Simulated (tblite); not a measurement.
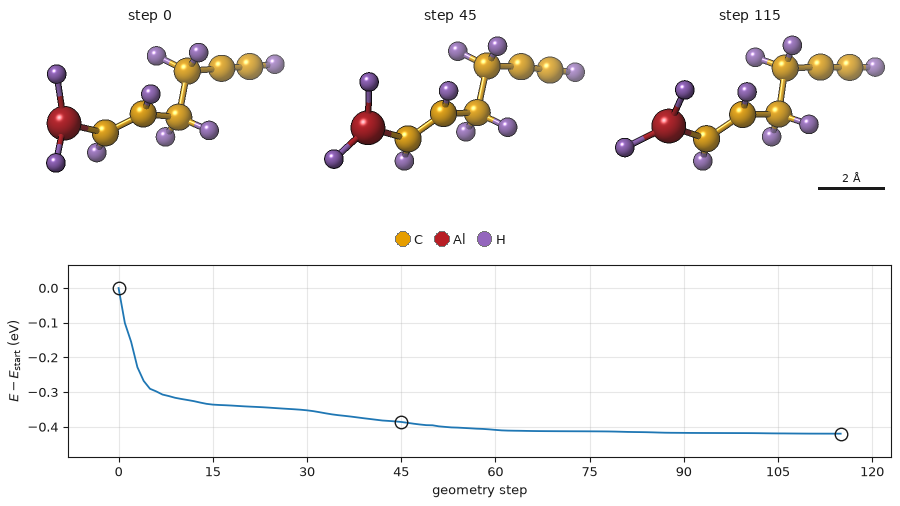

Frames of a relaxation of C$_{6}$H$_{9}$Al, marked on the history of the run. Style: ball-and-stick. Shown from a free direction.

Computed with GFN2-xTB geometry optimisation, gas phase in tblite. 

Question: What happens along the run?

Answer: An H atom moves most after the best rigid fit: 1.19 Å. By element the largest moves are H 1.19 Å, Al 0.21 Å, C 0.20 Å. Some distances before and after: Al–H 1.623 → 1.554 Å, C–C 1.306 → 1.340 Å, C–H 1.122 → 1.093 Å, C–C 1.513 → 1.538 Å. Among the angles between lasting bonds that change: C–Al–H 117.6° → 128.1°, Al–C–H 121.6° → 131.9°, C–C–Al 116.3° → 110.7°. Groups turn about Al–C by about 60°. Over 115 geometry steps the energy falls by 0.420 eV. From step 0 to 45: an H atom moves most (0.74 Å), energy −0.386 eV. From step 45 to 115: an H atom moves most (0.61 Å), energy −0.034 eV.

```json
{"step": "0", "E − E(0), eV": "0.0000"}
{"step": "1", "E − E(0), eV": "-0.1006"}
{"step": "2", "E − E(0), eV": "-0.1550"}
{"step": "3", "E − E(0), eV": "-0.2282"}
{"step": "4", "E − E(0), eV": "-0.2676"}
{"step": "5", "E − E(0), eV": "-0.2902"}
{"step": "6", "E − E(0), eV": "-0.2978"}
{"step": "7", "E − E(0), eV": "-0.3069"}
{"step": "8", "E − E(0), eV": "-0.3112"}
{"step": "9", "E − E(0), eV": "-0.3162"}
{"step": "10", "E − E(0), eV": "-0.3196"}
{"step": "16", "E − E(0), eV": "-0.3369"}
{"step": "21", "E − E(0), eV": "-0.3417"}
{"step": "27", "E − E(0), eV": "-0.3482"}
{"step": "32", "E − E(0), eV": "-0.3577"}
{"step": "38", "E − E(0), eV": "-0.3727"}
{"step": "43", "E − E(0), eV": "-0.3828"}
{"step": "49", "E − E(0), eV": "-0.3950"}
{"step": "54", "E − E(0), eV": "-0.4021"}
{"step": "60", "E − E(0), eV": "-0.4087"}
{"step": "65", "E − E(0), eV": "-0.4116"}
{"step": "71", "E − E(0), eV": "-0.4126"}
{"step": "76", "E − E(0), eV": "-0.4129"}
{"step": "82", "E − E(0), eV": "-0.4148"}
{"step": "87", "E − E(0), eV": "-0.4168"}
{"step": "93", "E − E(0), eV": "-0.4176"}
{"step": "98", "E − E(0), eV": "-0.4178"}
{"step": "104", "E − E(0), eV": "-0.4187"}
{"step": "109", "E − E(0), eV": "-0.4193"}
{"step": "115", "E − E(0), eV": "-0.4196"}
```
